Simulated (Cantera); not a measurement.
Charge: 1 mol CH₃SiH₃, 0.015 mol C₃H₈, 16 mol H₂, equilibrated at 0.650 bar.

Equilibrium computed with Cantera from the NASA thermochemical tables; the gas is ideal and each condensed phase is pure. Candidate condensed phases: C, C₆H₆, C₇H₈, C₈H₁₈, Si, SiC; 87 gas species. The feed counts by its element totals alone. Kinetics and transport are ignored.

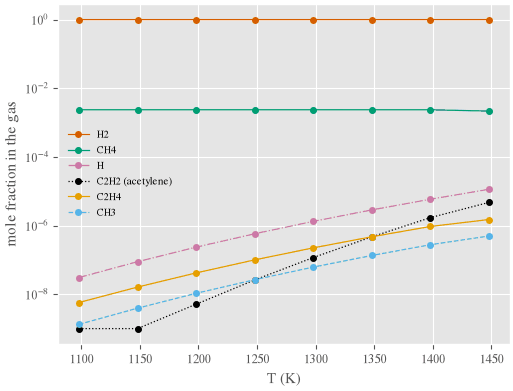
Figure. Equilibrium gas composition (values under 1e-9 drawn at 1e-9)

From 1098 K to 1398 K the condensed part is SiC(s). At 1448 K the condensed part is C(graphite) + SiC(s).
